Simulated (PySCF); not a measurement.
**CH6N2, SMILES `CNN`: what the electrons do**

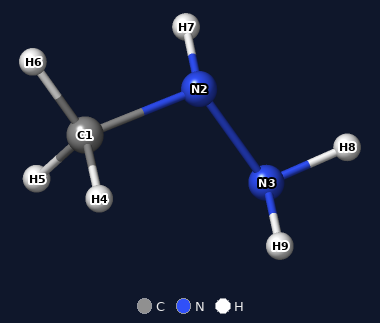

The molecule, with its atoms numbered as below. No frequency check shows the geometry to be a minimum.

Cartesian coordinates (Å):

```
C1       1.1903   -0.2173    0.0375
N2      -0.0202    0.5489   -0.1971
N3      -1.1860   -0.2669    0.1508
H4       1.2335   -1.0255   -0.6942
H5       1.2417   -0.6527    1.0428
H6       2.0429    0.4406   -0.1166
H7      -0.0449    1.3287    0.4610
H8      -1.9992    0.2945   -0.0971
H9      -1.1727   -1.0554   -0.4965
```

## 1. Bonding charge

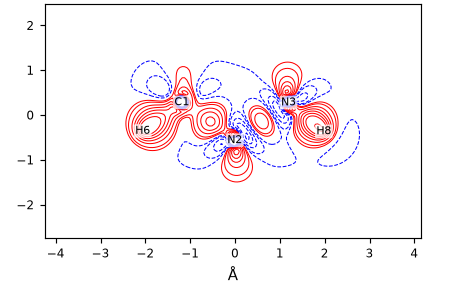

Deformation density (molecule less spherical, spin-averaged free atoms) in the plane of C1, N2, N3, H6 and H8; contours at ±0.05 to ±0.8 e/Å³; solid red lines: gain, dashed blue lines: loss.

Method: PBE/def2-TZVP; geometry: GFN2-xTB; program: PySCF.

> Describe the bonding that the map shows.

N3–H8: +0.81 e/Å³ at the bond critical point (bond length 1.02 Å, Mayer order 0.9). C1–H6: +0.70 e/Å³ at the bond critical point (bond length 1.09 Å, Mayer order 1.0). C1–N2: +0.35 e/Å³ at the bond critical point (bond length 1.45 Å, Mayer order 1.0). N2–N3: +0.29 e/Å³ at the bond critical point (bond length 1.47 Å, Mayer order 1.0). In all, 1.8 electrons gather in the regions of gain relative to the promolecule.

> Where do the Hirshfeld charges lie?

The highest Hirshfeld charge is on H7 (+0.10 e), the lowest on N3 (−0.20 e).

| atom | charge (e) |
| --- | --- |
| C1 | −0.07 |
| N2 | −0.14 |
| N3 | −0.20 |
| H4 | +0.04 |
| H5 | +0.02 |
| H6 | +0.04 |
| H7 | +0.10 |
| H8 | +0.10 |
| H9 | +0.10 |

## 2. Bond critical points

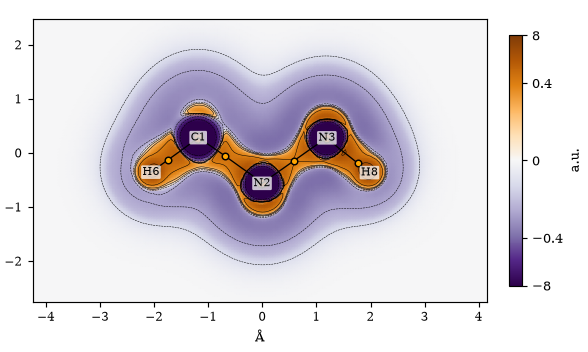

Negative Laplacian of the density (−∇²ρ) in the plane of C1, N2, N3, H6 and H8 (orange positive, purple negative, colour scale in a.u., logarithmic beyond ±0.04), with bond paths and bond critical points (dots).

> At which bond critical points in this plane is charge locally concentrated, and at which depleted?

Concentrated (∇²ρ < 0): N3–H8 (−1.56 a.u.); N2–N3 (−0.41 a.u.); C1–H6 (−0.96 a.u.); C1–N2 (−0.67 a.u.). At none is it depleted.

> Where along N3–H8 does the critical point lie?

0.74 Å from N3 and 0.28 Å from H8.

## 3. Electrostatic potential

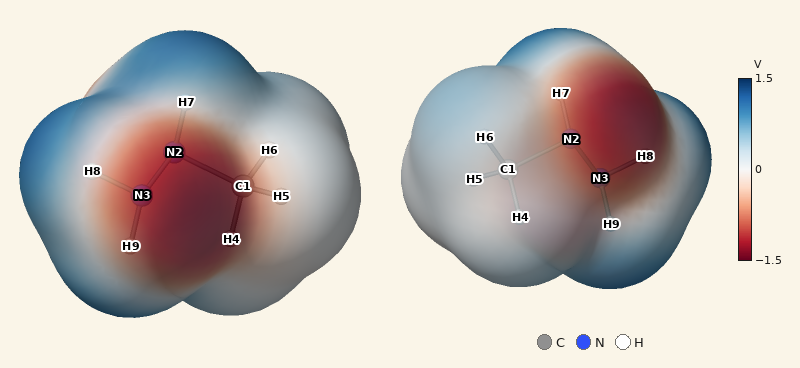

Electrostatic potential on the surface of electron density 0.001 a.u. (back view left, front view right).

> Where are the extremes of the potential on the surface?

Highest: 1.09 V, 1.3 Å from H8. Further maxima include 0.50 V, 1.4 Å from H6; 0.13 V, 1.4 Å from H5. Lowest: −1.47 V, 2.1 Å from N3. The surface is sampled at points, so like sites can differ by a few per cent and only the strongest of them is named.

## 4. Excited states

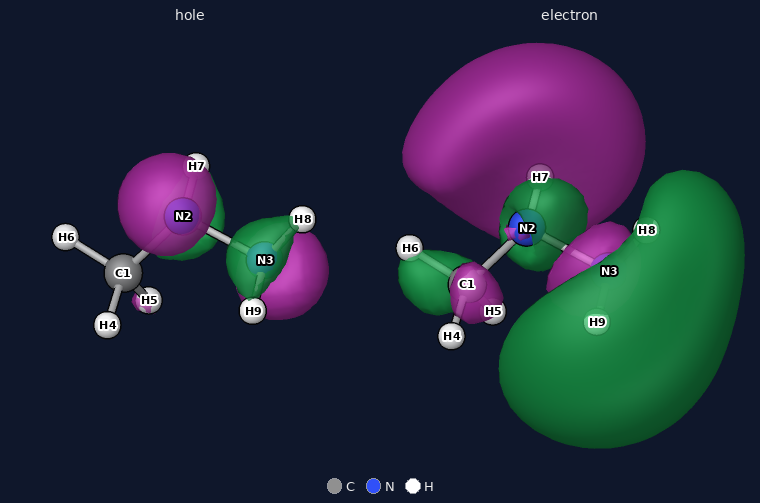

Leading natural transition orbital pair of S₂ (full linear response singlet states); the surfaces enclose about 70 % of each orbital's density.

Method: CAM-B3LYP/def2-TZVP; geometry: GFN2-xTB; program: PySCF. Without diffuse functions Rydberg states are missing, so the states' numbers hold for this basis only.

> Give its energy and the atoms that hole and electron lie on.

6.15 eV (202 nm), f = 0.011, partly diffuse acceptor orbital, which a basis without diffuse functions describes poorly; the leading pair carries 99 %; hole on N2 (44 %), N3 (36 %) and C1 (5 %), electron on H7 (28 %), H9 (22 %) and N2 and N3 (14 % each) (atom shares of so diffuse an orbital are rough); their centroids lie 0.3 Å apart. In canonical orbitals it is mainly HOMO → LUMO+1 (97 %). The HOMO–LUMO gap is 8.95 eV.

## 5. Removing or adding an electron

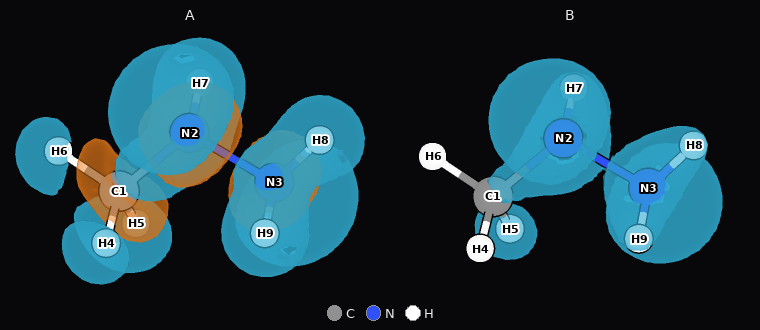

The Fukui function f⁻ from two separate SCF calculations and the density of the HOMO, at ±0.02 e/Å³ (light blue positive, orange negative).

PySCF calculation, B3LYP/6-311+G**, gas phase; geometry: GFN2-xTB.

> Which panel is which, and how good is the frozen-orbital picture?

A is f⁻ (it has negative regions), B the HOMO density. The HOMO lies on N2 (44 %), N3 (35 %) and C1 (6 %); f⁻ (Hirshfeld-condensed) is largest on N2 (0.26) and N3 (0.24); the vertical ionisation energy is 8.20 eV. Relaxation shifts 29 % of the electron between atoms. The orbital energy is −5.48 eV.

## 6. Localised orbitals

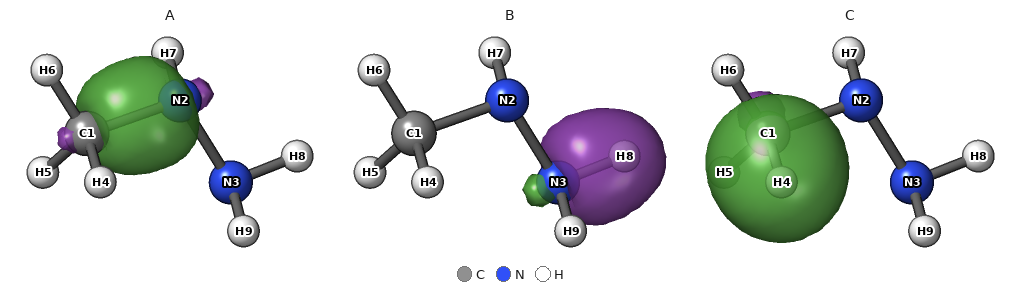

Intrinsic bond orbitals (IBO), occupied; each surface holds about 80 % of the orbital's density. Energies are diagonal elements of the Fock matrix.

PySCF calculation, TPSS/def2-SVPD, gas phase; geometry: GFN2-xTB.

> Identify each orbital.

By panel:
- A: σ bond N2–C1 (N2 57 %, C1 42 %; −15.5 eV)
- B: σ bond N3–H8 (N3 63 %, H8 37 %; −15.1 eV)
- C: σ bond C1–H4 (C1 57 %, H4 43 %; −12.0 eV)

> How do all the valence pairs divide up?

10 pairs: 8 σ bonds and 2 lone pairs.

## 7. Stretching a bond

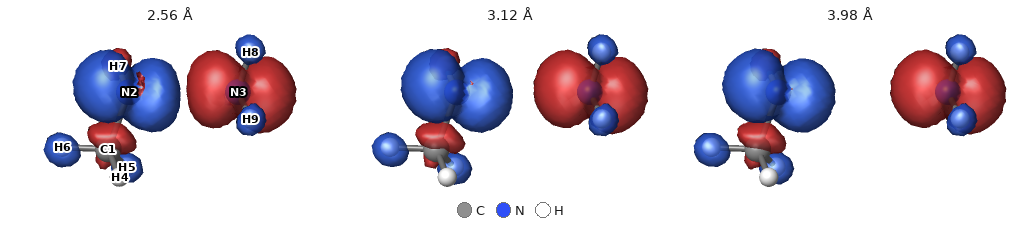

Rigid stretch of the N2–N3 bond. Broken-symmetry UHF spin density at ±0.03 e/Å³ (red: α, blue: β).

Level of theory: def2-SVP basis (PySCF), at a geometry from GFN2-xTB.

> How does the broken-symmetry solution share the spin, and how far is it from a pure singlet?

At 3.98 Å excess α spin lies mostly on N3 and excess β on N2; the two could be swapped at no cost. ⟨S²⟩ is 0.99 at 2.56 Å, 1.01 at 3.12 Å and 1.02 at 3.98 Å, against 0 for a pure singlet and 1 for an equal mix of singlet and triplet.

> Where does the UHF solution part from RHF?

Between 1.70 Å (⟨S²⟩ = 0, the two coincide) and 1.92 Å (⟨S²⟩ = 0.61); at 3.98 Å ⟨S²⟩ is 1.02 and UHF lies 6.7 eV below RHF.

> How much energy does the stretch cost?

By CASSCF, 2.2 eV from the lowest point of the scan (1.42 Å) to 3.98 Å; RHF gives 8.0 eV from its own lowest point. The fragments aren't relaxed and dynamic correlation is missing, so this isn't a bond dissociation energy.

The PySCF runs shown took 16 s, 6.2 min, 120 s, 20 s and 72 s on 1 thread of Intel(R) Xeon(R) Platinum 8259CL CPU @ 2.50GHz (Skylake/Cascade Lake) (shared host).
